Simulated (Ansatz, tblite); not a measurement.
**The cluster B3F3: one state, many levels**

How do method and basis change the picture of the cluster B3F3 (singlet)?

Computed with Ansatz 0.2.0, Gaussian basis. Level: as each input shows.

The runs, in order: GFN1-xTB, GFN2-xTB, PBE-D4/def2-TZVP, r2SCAN-D4/def2-TZVP, revPBE-D4/def2-TZVP, B2PLYP/def2-TZVP, HSE06-D4/def2-TZVP, PBE-D4/def2-SVP, PBE0-D4/def2-SVP, HF/STO-3G, CCSD(T)/def2-TZVPP, MP2/def2-TZVP.

2 further runs of the same task are left out: 2 set aside as unsound or not needed. Runs told in other sessions of the task aren't counted.

**1. The relaxed structure**

The geometry is that of the singlet, from an earlier relaxation (PBE0-D4/def2-SVP). At that level it is the lowest of the isomers that a small search found.

6 atoms, charge 0, spin multiplicity 1.

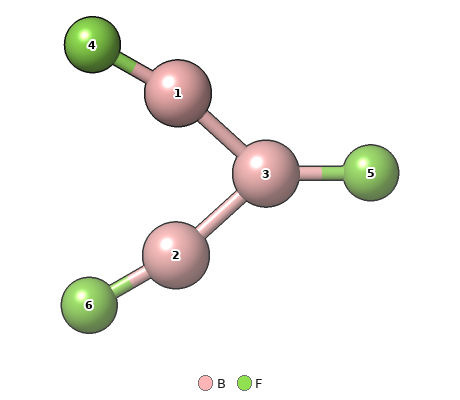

The structure; boron pink, fluorine green; atoms are numbered from 1 in the order of the file.

PBE0-D4/def2-TZVP was run before; its log isn't repeated, and its numbers join the tables.

**2. GFN1-xTB**

Tight binding, by tblite at 300 K electronic temperature and without a spin-polarisation term:

```python
tblite.interface.Calculator('GFN1-xTB', numbers, positions, charge=0, uhf=0).singlepoint()
```

Energy -535.3296 eV, HOMO -10.12 eV, LUMO -8.85 eV; 0.003 s.

**3. GFN2-xTB**

Tight binding, by tblite at 300 K electronic temperature and without a spin-polarisation term:

```python
tblite.interface.Calculator('GFN2-xTB', numbers, positions, charge=0, uhf=0).singlepoint()
```

Energy -487.4439 eV, HOMO -9.42 eV, LUMO -8.37 eV; 0.002 s.

**4. PBE-D4/def2-TZVP**

start.molden holds the orbitals of an earlier run on this state, given as this run's starting guess.

Contents of in.yaml:

```yaml
crystal:
  periodic: [false, false, false]
  atoms:
    - {symbol: B, position_ang: [-0.210994, 0.472461, -0.956028]}
    - {symbol: B, position_ang: [-0.009057, -0.071296, 1.084669]}
    - {symbol: B, position_ang: [0.421387, -0.768218, -0.246384]}
    - {symbol: F, position_ang: [-0.786642, 1.574821, -1.276138]}
    - {symbol: F, position_ang: [1.047040, -1.908026, -0.612104]}
    - {symbol: F, position_ang: [-0.461735, 0.700248, 2.005995]}
basis:
  gaussian: {orbitals: def2-TZVP, initial_orbitals: start.molden}
hamiltonian: {xc: pbe, dispersion: d4}
scf: {omitted_lower_state_checks: [starts]}
output: {forces: true, orbitals: {seedname: orbitals}}
```

Launch:

```bash
$ ansatz run in.yaml --threads 4 --pin off --events-out ev --progress --plain --max-ram 4787MiB
```

The program printed:

```text
Functional definition: PBE
  name "PBE"
  cite "Perdew, Burke & Ernzerhof, Phys. Rev. Lett. 77, 3865 (1996) doi:10.1103/PhysRevLett.77.3865"
  parent pbe
  parameter kappa = 0.804
  parameter beta = 0.06672455060314922
  exchange = pbe_x(kappa = kappa, mu = beta*pi^2/3)
  correlation = pbe_c(beta = beta)
these checks for a lower state are left out or cut short: starts
975 factors; their error is unknown
mean field evaluation 1: about -10173.6998 eV, gradient 1.1e1 eV
mean field evaluation 2: about -10173.8437 eV, gradient 1.5e-1 eV
mean field evaluation 4: about -10173.8349 eV, gradient 2.1e-4 eV
mean field -10173.83492024 eV, -373.8815372458 hartree, gradient 2.7e-5 eV, S^2 0.000000; 0 other end points of the search recorded, 0 dependent functions left out
the calculation of the forces begins
reference -10173.83496355 eV, -373.8815388373 hartree; 21, 21 occupied and 165, 165 virtual orbitals, 975 factors
Total energy: -10173.95046790 eV, -373.8857835441 hartree
Atom 0 at    -0.210994     0.472461    -0.956028 Å, force     0.252907    -0.487477     0.174731 eV/Å
Atom 1 at    -0.009057    -0.071296     1.084669 Å, force     0.192901    -0.325168    -0.434617 eV/Å
Atom 2 at     0.421387    -0.768218    -0.246384 Å, force    -0.200796     0.366435     0.116738 eV/Å
Atom 3 at    -0.786642     1.574821    -1.276138 Å, force    -0.231689     0.444343    -0.135296 eV/Å
Atom 4 at     1.047040    -1.908026    -0.612104 Å, force     0.167881    -0.306140    -0.097955 eV/Å
Atom 5 at    -0.461735     0.700248     2.005995 Å, force    -0.181204     0.308007     0.376399 eV/Å
Dipole moment:    -0.183446     0.334378     0.107230 e Å
Checks for a lower state left out: starts
```

It took 1.4 s on 4 threads of Arm Neoverse V1, shared host.

Report: HOMO -5.19 eV, LUMO -4.15 eV.

**5. r2SCAN-D4/def2-TZVP**

Edit in.yaml of step 4 so:

```diff
@@ -11,4 +11,4 @@
   gaussian: {orbitals: def2-TZVP, initial_orbitals: start.molden}
-hamiltonian: {xc: pbe, dispersion: d4}
+hamiltonian: {xc: r2scan, dispersion: d4}
 scf: {omitted_lower_state_checks: [starts]}
-output: {forces: true, orbitals: {seedname: orbitals}}
+output: {orbitals: {seedname: orbitals}}
```

Launched as before.

The program printed:

```text
Functional definition: r2SCAN
  name "r2SCAN"
  cite "Furness, Kaplan, Ning, Perdew & Sun, J. Phys. Chem. Lett. 11, 8208 (2020) doi:10.1021/acs.jpclett.0c02405"
  cite "Furness, Kaplan, Ning, Perdew & Sun, J. Phys. Chem. Lett. 11, 9248 (2020) doi:10.1021/acs.jpclett.0c03077"
  parent r2scan
  parameter k0 = 0.174
  parameter k1 = 0.065
  parameter a1 = 4.9479
  exchange = r2scan_x(k0 = k0, k1 = k1, a1 = a1)
  correlation = r2scan_c
these checks for a lower state are left out or cut short: starts
975 factors; their error is unknown
mean field evaluation 1: about -10179.9363 eV, gradient 5.3e0 eV
mean field evaluation 2: about -10179.9718 eV, gradient 5.1e-2 eV
mean field evaluation 4: about -10179.9684 eV, gradient 9.7e-5 eV
mean field -10179.96842354 eV, -374.1069393348 hartree, gradient 1.4e-5 eV, S^2 0.000000; 0 other end points of the search recorded, 0 dependent functions left out
reference -10179.96843681 eV, -374.1069398223 hartree; 21, 21 occupied and 165, 165 virtual orbitals, 975 factors
Total energy: -10179.99558005 eV, -374.1079373180 hartree
Checks for a lower state left out: starts
```

Wall time 2.4 s (4 threads of Arm Neoverse V1, shared host).

HOMO -5.35 eV, LUMO -3.97 eV.

**6. revPBE-D4/def2-TZVP**

Edit in.yaml of step 5 so:

```diff
@@ -11,3 +11,3 @@
   gaussian: {orbitals: def2-TZVP, initial_orbitals: start.molden}
-hamiltonian: {xc: r2scan, dispersion: d4}
+hamiltonian: {xc: {name: revPBE}, dispersion: d4}
 scf: {omitted_lower_state_checks: [starts]}
```

The command is unchanged.

The program printed:

```text
Functional definition: revPBE
  name "revPBE"
  cite "Zhang & Yang, Phys. Rev. Lett. 80, 890 (1998) doi:10.1103/PhysRevLett.80.890"
  cite "Perdew, Burke & Ernzerhof, Phys. Rev. Lett. 77, 3865 (1996) doi:10.1103/PhysRevLett.77.3865"
  parameter kappa = 1.245
  parameter beta = 0.06672455060314922
  exchange = pbe_x(kappa = kappa, mu = beta*pi^2/3)
  correlation = pbe_c(beta = beta)
these checks for a lower state are left out or cut short: starts
975 factors; their error is unknown
mean field evaluation 1: about -10181.2193 eV, gradient 1.1e1 eV
mean field evaluation 2: about -10181.3247 eV, gradient 1.6e-1 eV
mean field evaluation 4: about -10181.3159 eV, gradient 2.3e-4 eV
mean field -10181.31593071 eV, -374.1564593097 hartree, gradient 1.3e-5 eV, S^2 0.000000; 0 other end points of the search recorded, 0 dependent functions left out
reference -10181.31598479 eV, -374.1564612972 hartree; 21, 21 occupied and 165, 165 virtual orbitals, 975 factors
Total energy: -10181.67575078 eV, -374.1696824536 hartree
Checks for a lower state left out: starts
```

Run time: 1.1 s. Hardware: 4 threads of Arm Neoverse V1, shared host.

HOMO -5.11 eV, LUMO -4.04 eV.

**7. B2PLYP/def2-TZVP**

Edit in.yaml of step 6 so:

```diff
@@ -11,4 +11,3 @@
   gaussian: {orbitals: def2-TZVP, initial_orbitals: start.molden}
-hamiltonian: {xc: {name: revPBE}, dispersion: d4}
+hamiltonian: {xc: {name: B2PLYP}}
 scf: {omitted_lower_state_checks: [starts]}
-output: {orbitals: {seedname: orbitals}}
```

The command is unchanged.

The program printed, cut to the lines that bear on the results:

```text
Functional definition: B2PLYP
  name "B2PLYP"
  cite "Grimme, J. Chem. Phys. 124, 034108 (2006) doi:10.1063/1.2148954"
  cite "Becke, Phys. Rev. A 38, 3098 (1988) doi:10.1103/PhysRevA.38.3098"
  cite "Lee, Yang & Parr, Phys. Rev. B 37, 785 (1988) doi:10.1103/PhysRevB.37.785"
[...]
1219 factors; integrals over basis functions are off by at most 1.2e-3 eV
[...]
mean field -10169.38342045 eV, -373.7179476460 hartree, gradient 4.0e-6 eV, S^2 0.000000; 0 other end points of the search recorded, 0 dependent functions left out
6 core orbitals not correlated: weight in the atoms' cores, before any rotation towards them, 1.000 or more for the frozen orbitals, at most 0.000 for the correlated occupied ones
reference -10169.38357139 eV, -373.7179531929 hartree; 15, 15 occupied and 165, 165 virtual orbitals, 1219 factors
second order -33.22710381 eV of doubles, -0.00000000 eV of singles
Total energy: -10178.35488942 eV, -374.0476430495 hartree
Checks for a lower state left out: starts
```

Run time: 3 s. Hardware: 4 threads of Arm Neoverse V1, shared host.

**8. HSE06-D4/def2-TZVP**

Edit in.yaml of step 7 so:

```diff
@@ -11,3 +11,4 @@
   gaussian: {orbitals: def2-TZVP, initial_orbitals: start.molden}
-hamiltonian: {xc: {name: B2PLYP}}
+hamiltonian: {xc: hse06, dispersion: d4}
 scf: {omitted_lower_state_checks: [starts]}
+output: {orbitals: {seedname: orbitals}}
```

The command is unchanged.

The program printed, cut to the lines that bear on the results:

```text
Functional definition: HSE06
  name "HSE06"
  cite "Heyd, Scuseria & Ernzerhof, J. Chem. Phys. 118, 8207 (2003) doi:10.1063/1.1564060"
  cite "Krukau, Vydrov, Izmaylov & Scuseria, J. Chem. Phys. 125, 224106 (2006) doi:10.1063/1.2404663"
  cite "Heyd & Scuseria, J. Chem. Phys. 120, 7274 (2004) doi:10.1063/1.1668634"
  cite "Ernzerhof & Perdew, J. Chem. Phys. 109, 3313 (1998) doi:10.1063/1.476928"
  cite "Perdew, Burke & Ernzerhof, Phys. Rev. Lett. 77, 3865 (1996) doi:10.1103/PhysRevLett.77.3865"
  parent pbe
[...]
  # The whole range is PBE's own exchange, as in plane waves. The composition of these papers is wPBEh.
[...]
975 factors; their error is unknown
72 factors; integrals over basis functions are off by at most 7.4e-7 eV
[...]
mean field -10173.47412545 eV, -373.8682782819 hartree, gradient 7.6e-5 eV, S^2 0.000000; 0 other end points of the search recorded, 0 dependent functions left out
reference -10173.47416773 eV, -373.8682798355 hartree; 21, 21 occupied and 165, 165 virtual orbitals, 975 factors
Total energy: -10173.56402824 eV, -373.8715821484 hartree
Checks for a lower state left out: starts
```

Run time: 1.7 s. Hardware: 4 threads of Arm Neoverse V1, shared host.

HOMO -5.82 eV, LUMO -3.65 eV.

**9. PBE-D4/def2-SVP**

Edit in.yaml of step 8 so:

```diff
@@ -10,4 +10,4 @@
 basis:
-  gaussian: {orbitals: def2-TZVP, initial_orbitals: start.molden}
-hamiltonian: {xc: hse06, dispersion: d4}
+  gaussian: {orbitals: def2-SVP, initial_orbitals: start.molden}
+hamiltonian: {xc: pbe, dispersion: d4}
 scf: {omitted_lower_state_checks: [starts]}
```

Launched as before.

The program printed:

```text
Functional definition: PBE
  name "PBE"
  cite "Perdew, Burke & Ernzerhof, Phys. Rev. Lett. 77, 3865 (1996) doi:10.1103/PhysRevLett.77.3865"
  parent pbe
  parameter kappa = 0.804
  parameter beta = 0.06672455060314922
  exchange = pbe_x(kappa = kappa, mu = beta*pi^2/3)
  correlation = pbe_c(beta = beta)
these checks for a lower state are left out or cut short: starts
906 factors; their error is unknown
mean field evaluation 1: about -10161.4174 eV, gradient 1.1e1 eV
mean field evaluation 2: about -10161.7151 eV, gradient 2.2e-1 eV
mean field evaluation 4: about -10161.6734 eV, gradient 2.6e-4 eV
mean field -10161.67343977 eV, -373.4346110820 hartree, gradient 2.2e-5 eV, S^2 0.000000; 0 other end points of the search recorded, 0 dependent functions left out
reference -10161.67346955 eV, -373.4346121764 hartree; 21, 21 occupied and 63, 63 virtual orbitals, 906 factors
Total energy: -10161.78897391 eV, -373.4388568832 hartree
Checks for a lower state left out: starts
```

Wall time 0.6 s (4 threads of Arm Neoverse V1, shared host).

From the report: HOMO -5.07 eV, LUMO -4.06 eV.

**10. PBE0-D4/def2-SVP**

Edit in.yaml of step 9 so:

```diff
@@ -11,3 +11,3 @@
   gaussian: {orbitals: def2-SVP, initial_orbitals: start.molden}
-hamiltonian: {xc: pbe, dispersion: d4}
+hamiltonian: {xc: pbe0, dispersion: d4}
 scf: {omitted_lower_state_checks: [starts]}
```

Same command.

The program printed:

```text
Functional definition: PBE0
  name "PBE0"
  cite "Adamo & Barone, J. Chem. Phys. 110, 6158 (1999) doi:10.1063/1.478522"
  cite "Perdew, Burke & Ernzerhof, Phys. Rev. Lett. 77, 3865 (1996) doi:10.1103/PhysRevLett.77.3865"
  parent pbe
  parameter a = 0.25
  parameter kappa = 0.804
  parameter beta = 0.06672455060314922
  exchange = (1 - a)*pbe_x(kappa = kappa, mu = beta*pi^2/3) + a*exact_x
  correlation = pbe_c(beta = beta)
these checks for a lower state are left out or cut short: starts
906 factors; their error is unknown
mean field evaluation 1: about -10161.5243 eV, gradient 9.3e0 eV
mean field evaluation 2: about -10161.6915 eV, gradient 1.2e-1 eV
mean field evaluation 4: about -10161.7074 eV, gradient 7.6e-5 eV
mean field -10161.70744558 eV, -373.4358607723 hartree, gradient 7.7e-5 eV, S^2 0.000000; 0 other end points of the search recorded, 0 dependent functions left out
reference -10161.70746804 eV, -373.4358615976 hartree; 21, 21 occupied and 63, 63 virtual orbitals, 906 factors
Total energy: -10161.80417345 eV, -373.4394154562 hartree
Checks for a lower state left out: starts
```

Run time: 0.6 s. Hardware: 4 threads of Arm Neoverse V1, shared host.

Report: HOMO -6.15 eV, LUMO -3.24 eV.

**11. HF/STO-3G**

Edit in.yaml of step 10 so:

```diff
@@ -10,4 +10,4 @@
 basis:
-  gaussian: {orbitals: def2-SVP, initial_orbitals: start.molden}
-hamiltonian: {xc: pbe0, dispersion: d4}
+  gaussian: {orbitals: STO-3G}
+hamiltonian: {xc: hf}
 scf: {omitted_lower_state_checks: [starts]}
```

Same command.

The program printed:

```text
Functional definition: HF
  name "HF"
  cite "Fock, Z. Phys. 61, 126 (1930) doi:10.1007/BF01340294"
  parent pbe
  exchange = exact_x
  correlation = 0
these checks for a lower state are left out or cut short: starts
417 factors; integrals over basis functions are off by at most 1.2e-4 eV
mean field evaluation 1: about -9989.1039 eV, gradient 3.0e1 eV
mean field evaluation 2: about -9989.2149 eV, gradient 3.0e1 eV
mean field evaluation 4: about -9992.4164 eV, gradient 2.2e0 eV
mean field evaluation 8: about -9992.4447 eV, gradient 5.2e-2 eV
mean field -9992.44470777 eV, -367.2155698882 hartree, gradient 8.6e-5 eV, S^2 0.000000; 0 other end points of the search recorded, 0 dependent functions left out
reference -9992.44470777 eV, -367.2155698882 hartree; 21, 21 occupied and 9, 9 virtual orbitals, 417 factors
Total energy: -9992.44470777 eV, -367.2155698882 hartree
Checks for a lower state left out: starts
```

Wall time 0.1 s (4 threads of Arm Neoverse V1, shared host).

From the report: HOMO -4.33 eV, LUMO 4.99 eV.

**12. CCSD(T)/def2-TZVPP**

Edit in.yaml of step 11 so:

```diff
@@ -10,4 +10,4 @@
 basis:
-  gaussian: {orbitals: STO-3G}
-hamiltonian: {xc: hf}
+  gaussian: {orbitals: def2-TZVPP, initial_orbitals: start.molden}
+correlation: {method: ccsd_t}
 scf: {omitted_lower_state_checks: [starts]}
```

The command is unchanged.

The program printed, cut to the lines that bear on the results:

```text
Functional definition: HF
  name "HF"
  cite "Fock, Z. Phys. 61, 126 (1930) doi:10.1007/BF01340294"
  parent pbe
[...]
1219 factors; integrals over basis functions are off by at most 1.2e-3 eV
[...]
mean field -10137.75259385 eV, -372.5555362086 hartree, gradient 4.7e-6 eV, S^2 0.000000; 1 other end points of the search recorded, 0 dependent functions left out; unrestricted orbitals would lower it
[...]
determinant -10137.75259385 eV, -372.5555362086 hartree, with singles and doubles -10165.70598942 eV, -373.5828045482 hartree
determinant -10134.71398526 eV, -372.4438694023 hartree, with singles and doubles -10162.62427835 eV, -373.4695537552 hartree
6 core orbitals not correlated: weight in the atoms' cores, before any rotation towards them, 1.000 or more for the frozen orbitals, at most 0.000 for the correlated occupied ones
reference -10137.75259385 eV, -372.5555362086 hartree; 15, 15 occupied and 165, 165 virtual orbitals, 1219 factors
second order -27.58516213 eV of doubles, -0.00000000 eV of singles
cycle   1  -27.85817875 eV  change    -2.9e0 eV  update   2.8e-2
[...]
cycle   8  -27.91963143 eV  change   -2.0e-5 eV  update   1.1e-5
perturbative correction -1.07442293 eV, -0.0394843144 hartree
Total energy: -10166.74664821 eV, -373.6210480533 hartree
Checks for a lower state left out: starts
```

Wall time 56 s (4 threads of Arm Neoverse V1, shared host); peak memory 2.2 GiB.

Report: Hartree-Fock HOMO -8.28 eV, LUMO 0.37 eV; T1 0.017. Doubts: restricted state is unstable towards broken spin symmetry.

**13. MP2/def2-TZVP**

Edit in.yaml of step 12 so:

```diff
@@ -10,4 +10,4 @@
 basis:
-  gaussian: {orbitals: def2-TZVPP, initial_orbitals: start.molden}
-correlation: {method: ccsd_t}
+  gaussian: {orbitals: def2-TZVP, initial_orbitals: start.molden}
+correlation: {method: mp2}
 scf: {omitted_lower_state_checks: [starts]}
```

The command is unchanged.

The program printed, cut to the lines that bear on the results:

```text
Functional definition: HF
  name "HF"
  cite "Fock, Z. Phys. 61, 126 (1930) doi:10.1007/BF01340294"
  parent pbe
[...]
1219 factors; integrals over basis functions are off by at most 1.2e-3 eV
[...]
mean field -10137.75259385 eV, -372.5555362086 hartree, gradient 4.7e-6 eV, S^2 0.000000; 0 other end points of the search recorded, 0 dependent functions left out; unrestricted orbitals would lower it
6 core orbitals not correlated: weight in the atoms' cores, before any rotation towards them, 1.000 or more for the frozen orbitals, at most 0.000 for the correlated occupied ones
reference -10137.75259385 eV, -372.5555362086 hartree; 15, 15 occupied and 165, 165 virtual orbitals, 1219 factors
second order -27.58516213 eV of doubles, -0.00000000 eV of singles
Total energy: -10165.33775598 eV, -373.5692722190 hartree
Checks for a lower state left out: starts
```

It took 1.8 s on 4 threads of Arm Neoverse V1, shared host.

Report: Hartree-Fock HOMO -8.28 eV, LUMO 0.37 eV. Doubts: restricted state is unstable towards broken spin symmetry.

**14. Levels side by side**

```tsv
level	functions	HOMO (eV)	LUMO (eV)	gap (eV)	time
HF/STO-3G	30	-4.33	4.99	9.32	0.1 s
PBE-D4/def2-SVP	84	-5.07	-4.06	1.00	0.6 s
PBE-D4/def2-TZVP	186	-5.19	-4.15	1.04	1.4 s
revPBE-D4/def2-TZVP	186	-5.11	-4.04	1.07	1.1 s
r2SCAN-D4/def2-TZVP	186	-5.35	-3.97	1.37	2.4 s
PBE0-D4/def2-SVP	84	-6.15	-3.24	2.91	0.6 s
PBE0-D4/def2-TZVP	186	-6.22	-3.27	2.94	1.9 s
HSE06-D4/def2-TZVP	186	-5.82	-3.65	2.17	1.7 s
```

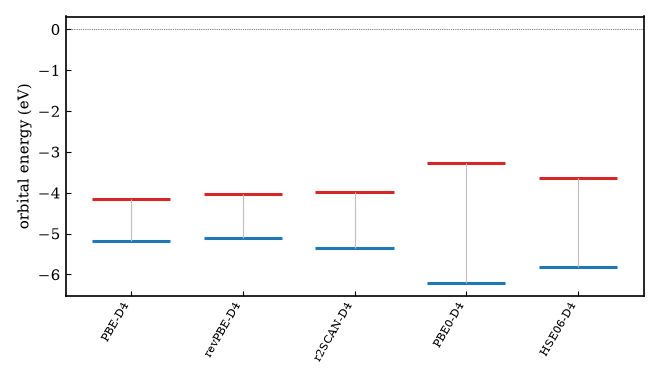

Highest filled (blue) and lowest empty (red) level in def2-TZVP.

The pieces so far (eV):

```tsv
basis	HF	MP2 correlation	CCSD correlation	(T)	total
def2-TZVPP	-10137.7526	-27.5852	-27.9196	-1.0744	-10166.7466
def2-TZVP	-10137.7526	-27.5852			-10165.3378 (MP2)
```

**15. Binding energy**

Free atoms were run apart at each level; binding is atoms less cluster, divided by the number of atoms, without zero-point or spin-orbit terms.

Differences are taken before rounding.

```tsv
method	binding an atom (eV)	from CCSD(T)/def2-TZVPP (eV)	time
HF/STO-3G	3.669	-0.649	0.1 s
HF/def2-TZVP	3.280	-1.039	
HF/def2-TZVPP	3.280	-1.039	
PBE-D4/def2-SVP	4.875	+0.557	0.6 s
PBE-D4/def2-TZVP	4.754	+0.435	1.4 s
revPBE-D4/def2-TZVP	4.565	+0.247	1.1 s
r2SCAN-D4/def2-TZVP	4.602	+0.284	2.4 s
PBE0-D4/def2-SVP	4.645	+0.327	0.6 s
PBE0-D4/def2-TZVP	4.557	+0.239	1.9 s
HSE06-D4/def2-TZVP	4.564	+0.245	1.7 s
B2PLYP/def2-TZVP	4.470	+0.151	3 s
MP2/def2-TZVP	4.594	+0.276	1.8 s
CCSD/def2-TZVPP	4.204	-0.114	
CCSD(T)/def2-TZVPP	4.318	0	56 s
```

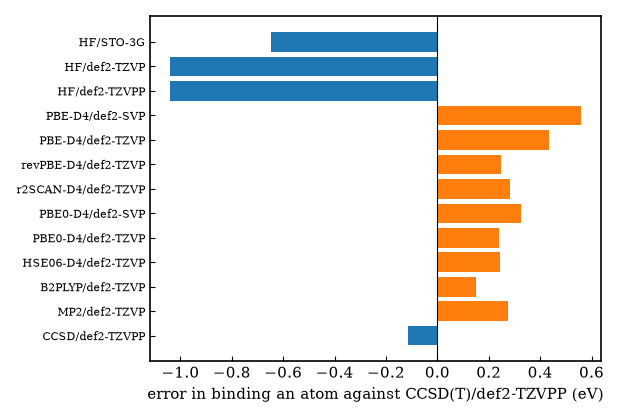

Error of each method against CCSD(T)/def2-TZVPP.

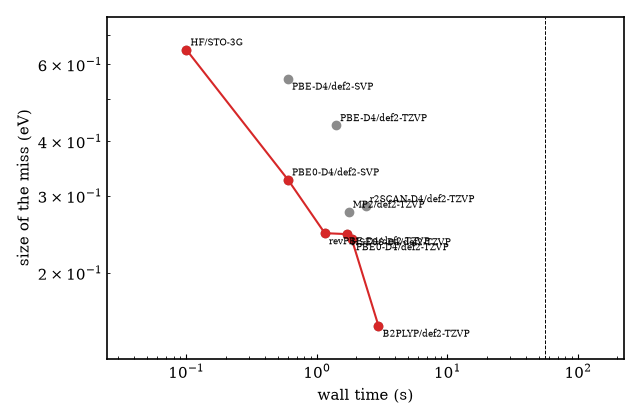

Miss against cost. Red marks the levels that no quicker level drawn beats (of those quicker than the yardstick), and the dashed line is the time of CCSD(T)/def2-TZVPP. Times are from a shared host.

**16. Results**

```
                                                 quantity                                value
gap in def2-TZVP, named functionals, smallest and largest  1.04 eV (PBE-D4), 2.94 eV (PBE0-D4)
                   correlation energy, CCSD(T)/def2-TZVPP                            -28.99 eV
                        correlation energy, MP2/def2-TZVP                            -27.59 eV
                      binding an atom, CCSD(T)/def2-TZVPP                             4.318 eV
          PBE0 total energy, smallest basis above largest       12.21 eV (def2-SVP, def2-TZVP)
```

Orbital gaps of the named functionals in def2-TZVP span 1.04 eV (PBE-D4) to 2.94 eV (PBE0-D4); exact exchange widens it. A small miss in a minimal or small basis is a cancelling of errors, not accuracy. The functionals in def2-TZVP miss CCSD(T)/def2-TZVPP by +0.151 (B2PLYP) to +0.435 eV (PBE-D4) an atom. CCSD(T)/def2-TZVPP isn't at the basis-set limit; small misses against it rank nothing.

B2PLYP/def2-TZVP reaches 0.151 eV from the reference in 3 s, where CCSD(T)/def2-TZVPP took 56 s; the quickest level in the cost chart, HF/STO-3G, takes 0.1 s and misses by 0.649 eV. The slowest run with a step of its own, CCSD(T)/def2-TZVPP, took 56 s; the quickest functional in def2-TZVP took 1.1 s (shared host).
